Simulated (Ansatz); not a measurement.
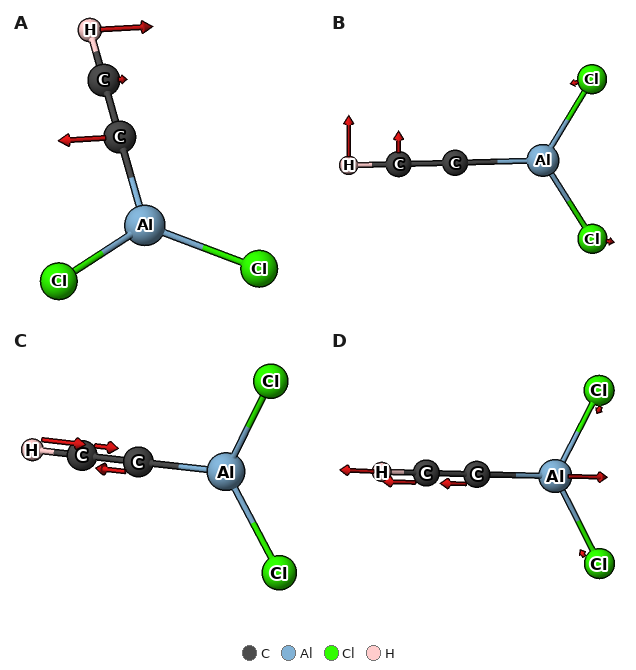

4 normal modes of one molecule or complex, as arrows. Harmonic vibrations computed with RKS PBE0-D4/def2-TZVP (Ansatz 0.2.0) at a stationary point of the same level.

> Match the panels to the wavenumbers 91 cm⁻¹, 291 cm⁻¹, 667 cm⁻¹, 2141 cm⁻¹.

A: 291 cm⁻¹, C–Al–Cl bending
B: 91 cm⁻¹
C: 2141 cm⁻¹
D: 667 cm⁻¹, C–Al stretching
